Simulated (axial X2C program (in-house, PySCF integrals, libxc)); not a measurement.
# TeC⁻: bond curves with and without spin–orbit coupling

What are the state, bond length, wavenumber and bond energy of TeC⁻, and what does spin–orbit coupling change?

Program: an in-house X2C program for linear molecules on PySCF integrals. Level of theory: all-electron X2C, Te dyall-acv3z, C dyall-av3z. These are calculated values, not measurements.

## 1. Set-up

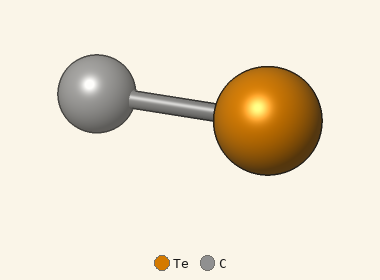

The two atoms at 1.950 Å (tellurium orange, carbon grey).

The input, task.json:

```json
{
 "zs": [
  52,
  6
 ],
 "q": -1,
 "bas": [
  "dyall-acv3z",
  "dyall-av3z"
 ],
 "levels": [
  "PBE0",
  "HF",
  "BP86"
 ],
 "cc": true,
 "r0": 1.95,
 "thr": -1.0,
 "nmax": 90,
 "npts": 10,
 "nst": 2,
 "ntry": 6
}
```

Keys: zs atomic numbers; q charge; bas basis sets; levels methods (HF also brings MP2); cc coupled cluster on or off; r0 starting distance in Å; thr threshold in hartree for freezing inner shells (an s shell follows its p shell); nmax most natural virtual spinors; npts points asked for on the curve; nst determinants followed; ntry starts of the search.

Launch:

```sh
$ python so2c.py task.json out
```

Spin-free means the one-electron spin-free X2C Hamiltonian; two-component (2c) means X2C with spin–orbit coupling and atomic mean-field two-electron Coulomb and Gaunt terms. Basis: Te dyall-acv3z contracted to [12s13p9d5f1g], C dyall-av3z contracted to [8s7p3d2f]; Gaussian nuclei, density fitting. Masses: Te 129.906 u, C 12.000 u.

Notation: σ, π±, δ± give the projection m of an orbital's angular momentum (0, ±1, ±2), α and β its spin, Λ and M_S the sums; ω is the projection of a spinor's total angular momentum and Ω the sum. Logs are in hartree.

The results follow Hamiltonian by Hamiltonian and level by level.

## 2. Search for the lowest determinant

PBE0 moves the distance from 1.950 Å to 2.003 Å and compares determinants there.

Spin-free determinants:

| ΔE (eV) | state | open shells |
| --- | --- | --- |
| 0.00 | M_S = 1/2, Λ = 1 | beyond closed shells: π+α |
| 1.54 | M_S = 3/2, Λ = 0 | beyond closed shells: σα, π+α, π-α |
| 1.80 | M_S = 1/2, Λ = 0 | beyond closed shells: σα |
| 2.16 | M_S = 3/2, Λ = 1 | beyond closed shells: 2 × π+α, π+β, 2 × π-α |
| 2.35 | M_S = 1/2, Λ = 0 | beyond closed shells: σβ, π+α, π-α |
| 3.66 | M_S = 3/2, Λ = 1 | beyond closed shells: 2 × σα, π+α |
| 4.08 | M_S = 3/2, Λ = 2 | beyond closed shells: σα, 2 × π+α, π+β, π-α |

Two-component determinants:

```csv
ΔE (eV),state,open shells
0.00,Ω = 1/2,excess of +ω over −ω: ω = 1/2
0.14,Ω = 3/2,excess of +ω over −ω: ω = 3/2
2.03,Ω = 5/2,"excess of +ω over −ω: ω = -1/2, 2 × ω = 3/2"
2.24,Ω = 1/2,"excess of +ω over −ω: 2 × ω = -1/2, ω = 3/2"
2.88,Ω = 5/2,"excess of +ω over −ω: 2 × ω = 1/2, ω = 3/2"
3.11,Ω = 3/2,excess of +ω over −ω: ω = 3/2
4.00,Ω = 1/2,"excess of +ω over −ω: 2 × ω = -1/2, ω = 3/2"
```

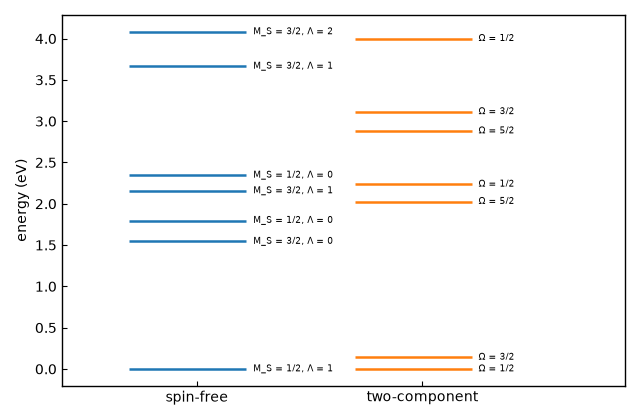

The determinants found, each set from its own lowest.

## 3. PBE0, spin-free

State followed: M_S = 1/2, Λ = 1 (beyond closed shells: π+α). The scan is laid around 2.003 Å, a first estimate of the minimum, and this SCF restarts from the orbitals of the search.

The SCF at the reference distance of 2.003 Å:

```text
spin-free X2C-1e  PBE0
basis functions 198  fitting functions 998  grid points 5078
iter        total energy     max residual
   1      -6831.475929055     2.32e-05
   2      -6831.475929061     1.24e-05
converged
one-electron -9550.08929486  Coulomb 2818.94120422  exact exchange -44.99913854  xc functional -137.75670278  nuclear repulsion 82.42800290
```

Along the bond, energies from the lowest point:

```
R (Å)  E (eV)  μ (D)  HOMO (eV)  LUMO (eV)  iterations
1.743  0.9158  -3.88       1.29       3.04          40
1.823  0.3678  -3.96       1.11       2.95          31
1.883  0.1386  -3.97       0.96       2.85          28
1.943  0.0252  -3.94       0.81       2.74          27
2.003  0.0000  -3.89       0.65       2.61           2
2.073  0.0535  -3.81       0.47       2.44          26
2.143  0.1712  -3.72       0.30       2.27          25
2.233  0.3849  -3.62       0.11       2.05          27
2.344  0.6991  -3.55      -0.10       1.80          27
2.504  1.1817  -3.62      -0.32       1.48          29
```

Dipoles are positive if C is the positive end and refer to the centre of mass.

Outer orbitals at the reference distance:

```tsv
symmetry	occupied	ε (eV)	atomic character
σα	yes	-13.11	39% Te s, 35% C s, 12% C p
σβ	yes	-12.57	48% Te s, 26% C s, 14% C p
σα	yes	-8.02	30% C s, 30% Te s, 22% Te p
σβ	yes	-7.14	35% C s, 28% Te p, 22% Te s
π+α	yes	-2.44	47% C p, 46% Te p, 4% C d
σα	yes	-1.95	51% C p, 29% Te p, 10% C s
π-α	yes	-1.92	56% Te p, 36% C p, 5% C d
π-β	yes	-1.61	69% Te p, 22% C p, 7% C d
π+β	yes	-1.61	69% Te p, 22% C p, 7% C d
σβ	yes	-1.54	50% C p, 26% Te p, 13% C s
π+α	yes	0.65	39% C p, 35% Te p, 14% Te d
π-α	no	2.61	44% C p, 26% Te p, 19% Te d
σα	no	3.20	49% Te p, 36% C p, 10% Te s
σβ	no	3.29	46% Te p, 37% C p, 12% Te s
π-β	no	3.55	48% C p, 23% Te d, 22% Te p
```

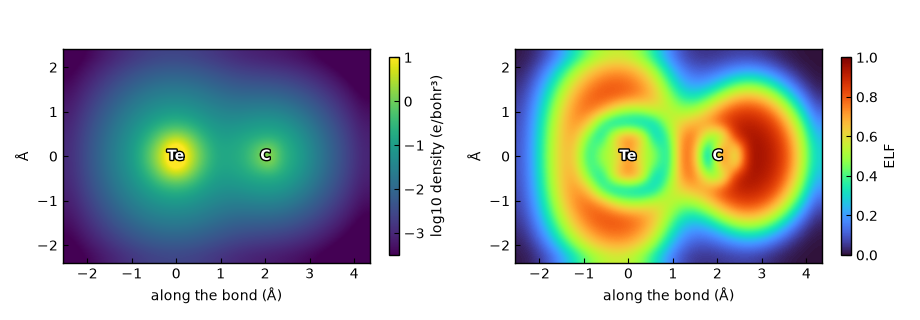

PBE0 fields in a plane through the axis, from a grid of 0.3 Å; Te lies at z = 0 and C at z = 2.003 Å; the ELF is damped to zero where the density is low.

Re = 1.993 Å, ωe = 690 cm⁻¹, ωexe = 3.54 cm⁻¹, Be = 0.3863 cm⁻¹, De = 3.73 eV, μ = -3.90 D.

## 4. HF, spin-free

Output at 2.003 Å:

```text
spin-free X2C-1e  HF
basis functions 198  fitting functions 998  grid points 5078
iter        total energy     max residual
   1      -6828.716641895     3.44e-01
   2      -6828.742354865     1.10e-02
   3      -6828.745099653     4.32e-02
   4      -6828.746260420     1.41e-02
   5      -6828.746522496     4.68e-03
   6      -6828.746574224     3.05e-03
   7      -6828.746590970     6.28e-04
   8      -6828.746600332     1.11e-03
   9      -6828.746610358     1.40e-03
  10      -6828.746619706     8.25e-04
  11      -6828.746625795     2.30e-04
  12      -6828.746628544     3.03e-04
  13      -6828.746629696     2.41e-04
  14      -6828.746630245     5.91e-05
  15      -6828.746630454     4.27e-05
  16      -6828.746630504     3.95e-05
  17      -6828.746630511     1.13e-05
  18      -6828.746630512     1.39e-06
converged
one-electron -9549.14535189  Coulomb 2818.05679142  exact exchange -180.08607295  xc functional 0.00000000  nuclear repulsion 82.42800290
```

No constants are quoted: the solution changes its character somewhere along the scan, so the fit is set aside.

## 5. BP86, spin-free

The SCF at the reference distance of 2.003 Å:

```text
spin-free X2C-1e  BP86
basis functions 198  fitting functions 998  grid points 5078
iter        total energy     max residual
   1      -6832.657278847     1.42e-01
   2      -6832.660557638     1.67e-02
   3      -6832.661524987     4.25e-02
   4      -6832.661986744     1.36e-03
   5      -6832.661997360     4.07e-03
   6      -6832.662019212     2.80e-04
   7      -6832.662019911     2.98e-04
   8      -6832.662020267     2.97e-05
   9      -6832.662020293     3.89e-05
  10      -6832.662020300     2.37e-06
converged
one-electron -9549.89087988  Coulomb 2818.73006803  exact exchange 0.00000000  xc functional -183.92921135  nuclear repulsion 82.42800290
```

Re = 2.014 Å, ωe = 653 cm⁻¹, ωexe = 3.52 cm⁻¹, Be = 0.3785 cm⁻¹, De = 4.12 eV, μ = -3.96 D.

## 6. MP2 and beyond, spin-free

Correlated methods: 11 electrons correlated (frozen shells, counted by type: Te 4 s, 3 p, 2 d; C 1 s), 281 virtual spinors in MP2, 90 natural virtuals in coupled cluster.

Output of the correlated part at 2.003 Å:

```text
correlated 11  virtual 281  natural virtual 90  E(MP2) -0.267966477  MP2 remainder -0.013624029
iter   CCSD correlation   residual
   1     -0.264861540   1.66e-01
   2     -0.275130238   8.10e-02
   3     -0.279817764   4.09e-02
   4     -0.280742020   2.02e-02
   5     -0.281264450   1.07e-02
   6     -0.281397480   4.81e-03
   7     -0.281439456   2.35e-03
   8     -0.281478085   1.23e-03
   9     -0.281467526   5.45e-04
  10     -0.281478372   2.11e-04
  11     -0.281473626   8.86e-05
  12     -0.281474716   4.03e-05
  13     -0.281474334   1.83e-05
  14     -0.281474115   8.29e-06
  15     -0.281474054   4.12e-06
  16     -0.281474001   2.46e-06
  17     -0.281473960   1.37e-06
  18     -0.281473957   7.07e-07
(T) -0.018000569  T1 0.0601  D1 0.1327  max T2 0.085
```

T1 in the output is the amplitude norm over the root of the electron number; divide by √2 for the Lee–Taylor value.

MP2: No constants are quoted: the reference changes its character somewhere along the scan, so the fit is set aside.

CCSD: No constants are quoted: the reference changes its character somewhere along the scan, so the fit is set aside.

CCSD(T): No constants are quoted: the reference changes its character somewhere along the scan, so the fit is set aside.

## 7. A higher determinant, spin-free

State: M_S = 3/2, Λ = 0 (beyond closed shells: σα, π+α, π-α).

Output at the reference distance:

```text
spin-free X2C-1e  PBE0
basis functions 198  fitting functions 998  grid points 5078
iter        total energy     max residual
   1      -6831.419199857     6.57e-05
   2      -6831.419199884     5.43e-05
   3      -6831.419199902     2.66e-05
   4      -6831.419199909     1.99e-05
converged
one-electron -9550.00526333  Coulomb 2818.97699172  exact exchange -45.02487042  xc functional -137.79406077  nuclear repulsion 82.42800290
```

```
R (Å)  E above the lowest PBE0 point (eV)
1.743                               2.615
1.823                               2.033
1.883                               1.770
1.943                               1.616
2.003                               1.544
2.073                               1.533
2.143                               1.576
2.233                               1.682
2.344                               1.850
```

Re = 2.049 Å, ωe = 559 cm⁻¹, ωexe = 5.56 cm⁻¹, Be = 0.3655 cm⁻¹, μ = -2.42 D. Te = 1.53 eV.

## 8. The spin-free curves together

Energy (eV) of the followed determinant, spin-free, from each level's lowest point:

```
R (Å)   PBE0  HF (jumps)  MP2 (its reference jumps)  CCSD (its reference jumps)  CCSD(T) (its reference jumps)   BP86
1.743  0.916       1.105                      0.905                         n/a                            n/a  0.998
1.823  0.368       0.484                      0.358                       0.420                          0.439  0.429
1.883  0.139       0.209                      0.132                       0.169                          0.182  0.181
1.943  0.025       0.057                      0.021                       0.039                          0.045  0.047
2.003  0.000       0.000                      0.000                       0.000                          0.000  0.000
2.073  0.054       0.024                      0.060                       0.041                          0.033  0.027
2.143  0.171       0.119                      0.193                       0.149                          0.132  0.117
2.233  0.385       0.241                      0.811                       0.460                          0.454  0.297
2.344  0.699       0.369                      1.209                         n/a                            n/a  0.573
2.504  1.182       0.534                      1.638                         n/a                            n/a  1.016
```

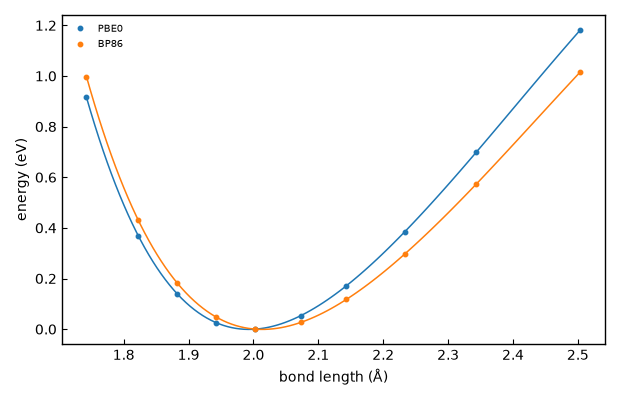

Curves of the followed state, spin-free, each from its own lowest point. Left out: HF, MP2, CCSD, CCSD(T).

## 9. PBE0, 2c

State followed: Ω = 1/2 (excess of +ω over −ω: ω = 1/2). The scan is laid around 2.003 Å, a first estimate of the minimum, and this SCF restarts from the orbitals of the search.

Output at 2.003 Å:

```text
two-component X2C + atomic mean field  PBE0
basis functions 198  fitting functions 998  grid points 5078
iter        total energy     max residual
   1      -6828.624699227     3.04e-06
   2      -6828.624699227     2.04e-06
converged
one-electron -9541.76821741  Coulomb 2817.41667217  exact exchange -44.97322830  xc functional -137.68189551  nuclear repulsion 82.42800290  atomic mean-field constant -4.04603308
```

Along the bond, energies from the lowest point:

```
R (Å)  E (eV)  μ (D)  HOMO (eV)  LUMO (eV)  iterations
1.743  0.9408  -4.06       1.25       3.09          39
1.823  0.3854  -4.14       1.06       3.00          28
1.883  0.1504  -4.14       0.90       2.91          26
1.943  0.0312  -4.11       0.75       2.80          24
2.003  0.0000  -4.07       0.59       2.67           2
2.073  0.0461  -4.00       0.41       2.52          26
2.143  0.1558  -3.93       0.23       2.36          24
2.233  0.3576  -3.86       0.03       2.15          27
2.344  0.6547  -3.84      -0.17       1.91          26
2.504  1.1075  -3.94      -0.39       1.64          29
```

Dipoles are positive if C is the positive end and refer to the centre of mass.

Outer spinors at the reference distance:

```csv
ω,occupied,ε (eV),atomic character,λ mixture
-1/2,yes,-13.08,"39% Te s, 35% C s, 12% C p",100% σ
1/2,yes,-12.53,"49% Te s, 26% C s, 14% C p",100% σ
-1/2,yes,-7.99,"30% Te s, 30% C s, 22% Te p",100% σ
1/2,yes,-7.09,"35% C s, 29% Te p, 22% Te s",100% σ
1/2,yes,-2.59,"50% Te p, 42% C p, 4% C d","97% π, 3% σ"
-1/2,yes,-2.10,"48% Te p, 36% C p, 6% C s","58% σ, 42% π"
-3/2,yes,-1.75,"53% Te p, 40% C p, 5% C d",100% π
-1/2,yes,-1.63,"52% Te p, 35% C p, 4% C d","58% π, 42% σ"
1/2,yes,-1.46,"51% C p, 26% Te p, 13% C s","96% σ, 4% π"
3/2,yes,-1.40,"68% Te p, 23% C p, 7% C d",100% π
1/2,yes,0.59,"42% C p, 32% Te p, 14% Te d","99% π, 1% σ"
-3/2,no,2.67,"40% C p, 30% Te p, 19% Te d",100% π
-1/2,no,3.27,"57% Te p, 33% C p, 4% Te s",100% σ
1/2,no,3.36,"56% Te p, 34% C p, 5% Te s",100% σ
-1/2,no,3.60,"45% C p, 20% Te d, 19% Te p","86% π, 14% σ"
```

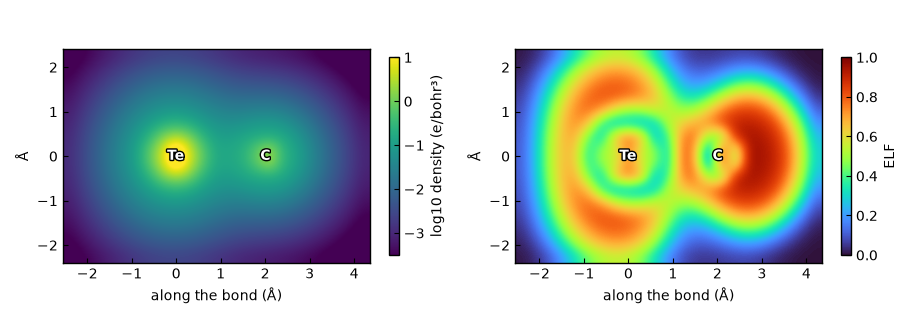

PBE0 fields in a plane through the axis, from a grid of 0.3 Å; Te lies at z = 0 and C at z = 2.003 Å; the ELF is damped to zero where the density is low.

Re = 1.998 Å, ωe = 680 cm⁻¹, ωexe = 3.79 cm⁻¹, Be = 0.3843 cm⁻¹, De = 3.65 eV, μ = -4.07 D.

## 10. HF, 2c

The SCF at the reference distance of 2.003 Å:

```text
two-component X2C + atomic mean field  HF
basis functions 198  fitting functions 998  grid points 5078
iter        total energy     max residual
   1      -6825.862488608     3.98e-01
   2      -6825.887969472     9.08e-03
   3      -6825.890622115     4.72e-02
   4      -6825.891737279     1.62e-02
   5      -6825.892025914     5.46e-03
   6      -6825.892115703     5.19e-03
   7      -6825.892186002     1.60e-03
   8      -6825.892267520     2.99e-03
   9      -6825.892371340     5.36e-03
  10      -6825.892469130     4.40e-03
  11      -6825.892519807     1.44e-03
  12      -6825.892534855     3.35e-04
  13      -6825.892538204     5.25e-04
  14      -6825.892539665     2.33e-04
  15      -6825.892540285     5.90e-05
  16      -6825.892540461     1.01e-04
  17      -6825.892540497     4.13e-05
  18      -6825.892540502     3.09e-06
  19      -6825.892540503     4.92e-06
  20      -6825.892540503     3.13e-06
  21      -6825.892540503     1.07e-06
converged
one-electron -9540.61711571  Coulomb 2816.33391126  exact exchange -179.99130587  xc functional 0.00000000  nuclear repulsion 82.42800290  atomic mean-field constant -4.04603308
```

No constants are quoted: the solution changes its character somewhere along the scan, so the fit is set aside.

## 11. BP86, 2c

The SCF at the reference distance of 2.003 Å:

```text
two-component X2C + atomic mean field  BP86
basis functions 198  fitting functions 998  grid points 5078
iter        total energy     max residual
   1      -6829.806825910     1.63e-01
   2      -6829.810412656     1.48e-02
   3      -6829.811097218     4.33e-02
   4      -6829.811520377     1.11e-03
   5      -6829.811529444     4.29e-03
   6      -6829.811549849     1.53e-04
   7      -6829.811550565     3.66e-04
   8      -6829.811550919     4.67e-05
   9      -6829.811550942     5.53e-05
  10      -6829.811550949     1.59e-06
converged
one-electron -9541.58848738  Coulomb 2817.22385449  exact exchange 0.00000000  xc functional -183.82888788  nuclear repulsion 82.42800290  atomic mean-field constant -4.04603308
```

Re = 2.019 Å, ωe = 644 cm⁻¹, ωexe = 3.67 cm⁻¹, Be = 0.3764 cm⁻¹, De = 4.02 eV, μ = -4.12 D.

## 12. MP2 and beyond, 2c

Correlated methods: 11 electrons correlated (frozen shells, counted by type: Te 4 s, 3 p, 2 d; C 1 s), 281 virtual spinors in MP2, 90 natural virtuals in coupled cluster.

Output of the correlated part at 2.003 Å:

```text
correlated 11  virtual 281  natural virtual 90  E(MP2) -0.264502119  MP2 remainder -0.013543691
iter   CCSD correlation   residual
   1     -0.262764806   1.52e-01
   2     -0.272457631   7.35e-02
   3     -0.276826072   4.10e-02
   4     -0.278252027   2.40e-02
   5     -0.279111978   1.26e-02
   6     -0.279350216   5.52e-03
   7     -0.279411710   2.19e-03
   8     -0.279444844   1.03e-03
   9     -0.279432438   5.02e-04
  10     -0.279440457   2.59e-04
  11     -0.279435970   1.47e-04
  12     -0.279437855   9.54e-05
  13     -0.279436816   5.94e-05
  14     -0.279436603   3.20e-05
  15     -0.279436591   1.55e-05
(T) -0.017368255  T1 0.0676  D1 0.1406  max T2 0.091
```

MP2: No constants are quoted: the reference changes its character somewhere along the scan, so the fit is set aside.

CCSD: No constants are quoted: the reference changes its character somewhere along the scan, so the fit is set aside.

CCSD(T): No constants are quoted: the reference changes its character somewhere along the scan, so the fit is set aside.

## 13. A higher determinant, 2c

State: Ω = 3/2 (excess of +ω over −ω: ω = 3/2).

Output at the reference distance:

```text
two-component X2C + atomic mean field  PBE0
basis functions 198  fitting functions 998  grid points 5078
iter        total energy     max residual
   1      -6828.619530127     5.17e-05
   2      -6828.619530174     4.91e-05
   3      -6828.619530201     3.44e-05
   4      -6828.619530232     1.72e-05
   5      -6828.619530235     5.96e-06
converged
one-electron -9541.65492605  Coulomb 2817.30076489  exact exchange -44.97125054  xc functional -137.67608836  nuclear repulsion 82.42800290  atomic mean-field constant -4.04603308
```

```
R (Å)  E above the lowest PBE0 point (eV)
1.743                               1.047
1.823                               0.503
1.883                               0.276
1.943                               0.165
2.003                               0.141
2.073                               0.195
2.143                               0.314
2.233                               0.529
2.344                               0.847
```

Re = 1.992 Å, ωe = 690 cm⁻¹, ωexe = 3.44 cm⁻¹, Be = 0.3867 cm⁻¹, μ = -3.76 D. Te = 0.14 eV.

## 14. The 2c curves together

Energy (eV) of the followed determinant, 2c, from each level's lowest point:

```
R (Å)   PBE0  HF (jumps)  MP2 (its reference jumps)  CCSD (its reference jumps)  CCSD(T) (its reference jumps)   BP86
1.743  0.941       1.137                      0.891                         n/a                            n/a  1.022
1.823  0.385       0.506                      0.342                       0.423                          0.434  0.446
1.883  0.150       0.224                      0.115                       0.169                          0.176  0.192
1.943  0.031       0.065                      0.007                       0.037                          0.040  0.053
2.003  0.000       0.000                      0.000                       0.000                          0.000  0.000
2.073  0.046       0.006                      0.133                       0.055                          0.054  0.020
2.143  0.156       0.057                      0.377                       0.185                          0.182  0.104
2.233  0.358       0.146                      0.700                       0.408                          0.405  0.275
2.344  0.655       0.258                      1.046                         n/a                            n/a  0.539
2.504  1.108       0.413                      1.448                         n/a                            n/a  0.962
```

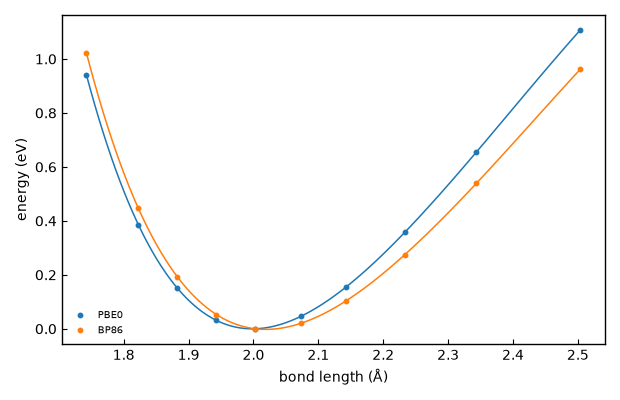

Curves of the followed state, 2c, each from its own lowest point. Left out: HF, MP2, CCSD, CCSD(T).

Time for the job: 3.6 min (1 thread of Arm Neoverse V2, shared host); peak memory 0.73 GiB.

## 15. Constants

Lowest determinant that the search found at its distance, spin-free: M_S = 1/2, Λ = 1 (beyond closed shells: π+α).

Lowest determinant that the search found at its distance, 2c: Ω = 1/2 (excess of +ω over −ω: ω = 1/2).

```tsv
Hamiltonian	level	Re (Å)	ωe (cm⁻¹)	De (eV)
spin-free	PBE0	1.993	690	3.73
spin-free	BP86	2.014	653	4.12
2c	PBE0	1.998	680	3.65
2c	BP86	2.019	644	4.02
```

No constants: spin-free HF (the solution changes its character somewhere along the scan, so the fit is set aside); spin-free MP2 (the reference changes its character somewhere along the scan, so the fit is set aside); spin-free CCSD (the reference changes its character somewhere along the scan, so the fit is set aside); spin-free CCSD(T) (the reference changes its character somewhere along the scan, so the fit is set aside); 2c HF (the solution changes its character somewhere along the scan, so the fit is set aside); 2c MP2 (the reference changes its character somewhere along the scan, so the fit is set aside); 2c CCSD (the reference changes its character somewhere along the scan, so the fit is set aside); 2c CCSD(T) (the reference changes its character somewhere along the scan, so the fit is set aside).

Time per point (s) on 1 thread of Arm Neoverse V2, shared host (2c runs); the times are rough: PBE0 1.6, BP86 0.73.

**Reading.** At PBE0, going from spin-free to two-component changes Re by +5 mÅ, ωe by -1.5 %; the spin-free picture holds up (part of it comes from the scalar share of the two-electron terms). De moves by -0.08 eV; both De rest on single-determinant atoms, which can miss part of an open shell's spin–orbit lowering. The highest occupied level is positive at the mean-field levels quoted, but negative in the Hartree–Fock runs, so self-interaction plays a part.

De refers to Te- + C, each in the lowest determinant found, which need not be this curve's own limit. The state is a single determinant with fixed occupations, the lowest that a limited PBE0 search found. De is counted from the lowest determinant-based energies of the atoms at the same level, without counterpoise correction. Density functionals use the spin component along the axis (collinear). The spin-free determinant is spin-contaminated at some levels.
